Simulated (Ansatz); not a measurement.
System: CH₇NSi···H₂.

```yaml
atoms:
  - { symbol: Si, position_ang: [0.3998, 0.1146, -0.4272] }
  - { symbol: H, position_ang: [0.4592, -2.8662, 1.1862] }
  - { symbol: H, position_ang: [0.1303, -1.2332, -1.0011] }
  - { symbol: H, position_ang: [1.6933, 0.0970, 0.3096] }
  - { symbol: N, position_ang: [0.5948, 1.1918, -1.7547] }
  - { symbol: H, position_ang: [0.5085, -2.9515, 1.9261] }
  - { symbol: C, position_ang: [-0.9672, 0.5241, 0.7828] }
  - { symbol: H, position_ang: [-0.0696, 1.2012, -2.5109] }
  - { symbol: H, position_ang: [1.0060, 2.1010, -1.6224] }
  - { symbol: H, position_ang: [-1.0070, -0.2207, 1.5831] }
  - { symbol: H, position_ang: [-1.9414, 0.5386, 0.2871] }
  - { symbol: H, position_ang: [-0.8067, 1.5034, 1.2414] }
```

The product side of a reaction path; geometry: PBE0-D4/def2-TZVP.

These are results of RKS PBE0-D4/def2-TZVPP (Ansatz), not measurements.

Q: What can the converged electron density and electron localisation function tell about the bonding?

A: Si–N (1.72 Å): ρ at the midpoint is about 1.1 e/Å³; the ELF peaks at about 0.90 between the atoms (a polar covalent bond).
C–Si (1.87 Å): the density is about 0.97 e/Å³ at the midpoint; the ELF peaks at about 0.95 between the atoms, as expected for a shared electron pair.
C–H (1.09 Å): ρ at the midpoint is about 1.9 e/Å³; the ELF climbs to about 1 towards the hydrogen, as it does in any bond to H: a covalent bond by its length.

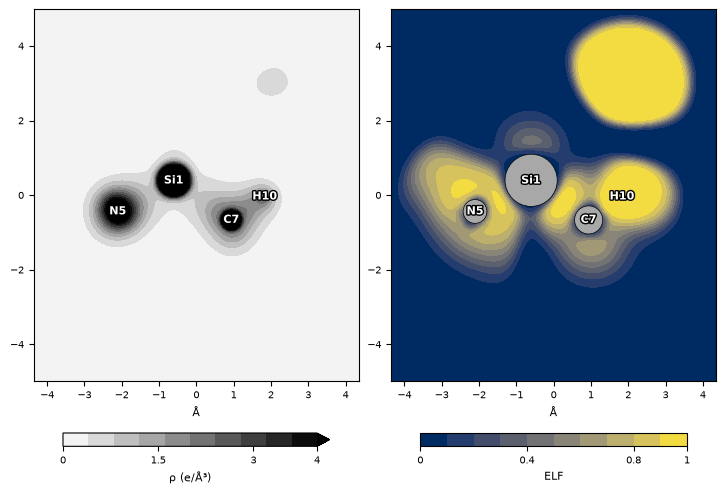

Computed electron density and electron localisation function on the plane of atoms N5, Si1 and C7, in this order. Grey discs cover the atomic cores in the ELF map. 
